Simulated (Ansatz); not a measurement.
**AlH3F− (SMILES [H][Al-]([H])([H])[F]): HSE06/STO-3G**

What is the vertical ionisation energy of AlH3F− at HSE06/STO-3G? 

The calculation is run with Ansatz 0.2.0.

1 further run of the same task is left out (it didn't finish).

### 1 Starting point

AlH3F− has 5 atoms, charge -1, and is taken as a singlet. As SMILES, `[H][Al-]([H])([H])[F]`. The shape comes from GFN2-xTB, which is rough for such elements, and wasn't checked as a minimum.

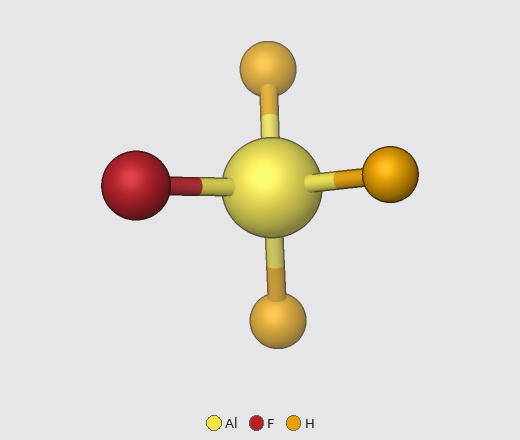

Viewed from a chosen angle; aluminium yellow, fluorine red, hydrogen amber.

### 2 The energy at HSE06/STO-3G

The input, molecule.yaml:

```yaml
crystal:
  periodic: [false, false, false]
  atoms:
    - {symbol: Al, position_ang: [-0.000570, 0.000210, -0.037540]}
    - {symbol: F, position_ang: [0.011440, -0.019350, 1.657940]}
    - {symbol: H, position_ang: [1.529880, 0.011490, -0.550320]}
    - {symbol: H, position_ang: [-0.774560, 1.332620, -0.519830]}
    - {symbol: H, position_ang: [-0.766190, -1.324970, -0.550240]}
basis:
  gaussian: {orbitals: STO-3G}
total_charge: -1
hamiltonian: {xc: hse06}
accuracy: high
```

Command:

```
$ ansatz run molecule.yaml --threads 1 --pin off --max-ram 2610MiB --events-out events.jsonl --progress --plain --runs-dir runs
```

Output:

```text
Warning: RAYON_NUM_THREADS=1 ignored (pool sized by the plan → 1); use --threads N
Functional definition: HSE06
  name "HSE06"
  parameter a = 0.25
  parameter omega = 0.11/bohr
  exchange = pbe_x - a*pbe_x_sr(omega) + a*exact_x_sr(omega)
  correlation = pbe_c
290 factors; integrals over basis functions are off by at most 8.1e-9 eV
54 factors; integrals over basis functions are off by at most 3.0e-10 eV
mean field evaluation 1: about -9232.8868 eV, gradient 2.3e1 eV
mean field evaluation 2: about -9234.1686 eV, gradient 1.4e1 eV
mean field evaluation 4: about -9234.9470 eV, gradient 2.8e-1 eV
mean field evaluation 8: about -9234.9091 eV, gradient 6.6e-4 eV
mean field -9234.90906004 eV, -339.3766483105 hartree, gradient 3.4e-8 eV, S^2 0.000000; 0 other end points of the search recorded, 0 dependent functions left out
reference -9234.90906166 eV, -339.3766483700 hartree; 13, 13 occupied and 4, 4 virtual orbitals, 290 factors
Total energy: -9234.90906166 eV, -339.3766483700 hartree
```

Run time: 0.97 s. Hardware: 1 thread of Arm Neoverse V2, shared host; peak memory 0.092 GiB.

### 3 Doublet neutral AlH3F at the same level

The input, input.yaml:

```yaml
crystal:
  periodic: [false, false, false]
  atoms:
    - {symbol: Al, position_ang: [-0.000570, 0.000210, -0.037540]}
    - {symbol: F, position_ang: [0.011440, -0.019350, 1.657940]}
    - {symbol: H, position_ang: [1.529880, 0.011490, -0.550320]}
    - {symbol: H, position_ang: [-0.774560, 1.332620, -0.519830]}
    - {symbol: H, position_ang: [-0.766190, -1.324970, -0.550240]}
basis:
  gaussian:
    orbitals: STO-3G
magnetization:
  spin_polarized: true
  initial_magnetization: 1
hamiltonian:
  xc: hse06
accuracy: high
```

Command:

```
$ ansatz run input.yaml --threads 1 --pin off --max-ram 2610MiB --events-out events.jsonl --progress --plain --runs-dir runs
```

Output:

```text
Warning: RAYON_NUM_THREADS=1 ignored (pool sized by the plan → 1); use --threads N
Functional definition: HSE06
  name "HSE06"
  parameter a = 0.25
  parameter omega = 0.11/bohr
  exchange = pbe_x - a*pbe_x_sr(omega) + a*exact_x_sr(omega)
  correlation = pbe_c
290 factors; integrals over basis functions are off by at most 8.1e-9 eV
54 factors; integrals over basis functions are off by at most 3.0e-10 eV
mean field evaluation 1: about -9234.1462 eV, gradient 1.2e1 eV
mean field evaluation 2: about -9233.1203 eV, gradient 1.6e1 eV
mean field evaluation 4: about -9235.2531 eV, gradient 2.4e0 eV
mean field evaluation 8: about -9235.2684 eV, gradient 1.3e-1 eV
mean field evaluation 16: about -9235.2760 eV, gradient 1.0e-1 eV
mean field evaluation 32: about -9235.2755 eV, gradient 2.6e-2 eV
mean field -9235.27609936 eV, -339.3901367564 hartree, gradient 2.7e-8 eV, S^2 0.757360; 3 other end points of the search recorded, 0 dependent functions left out
reference -9235.27610096 eV, -339.3901368154 hartree; 13, 12 occupied and 4, 5 virtual orbitals, 290 factors
Total energy: -9235.27610096 eV, -339.3901368154 hartree
```

It took 6.3 s on 1 thread of Arm Neoverse V2, shared host; peak memory 0.12 GiB.

### 4 What came out

At HSE06/STO-3G:

```
                                           quantity          value
                       singlet AlH3F−: total energy  -339.37665 Eh
                doublet neutral AlH3F: total energy  -339.39014 Eh
                        doublet neutral AlH3F: ⟨S²⟩          0.757
vertical detachment energy (to the doublet neutral)      -0.367 eV
```

**Reading.** The species is unbound against losing an electron at this level, by 0.37 eV (−35.4 kJ/mol); missing correlation or diffuse functions can give that sign where the real anion is bound. In a minimal basis such a difference can be off by several eV, whatever the method.
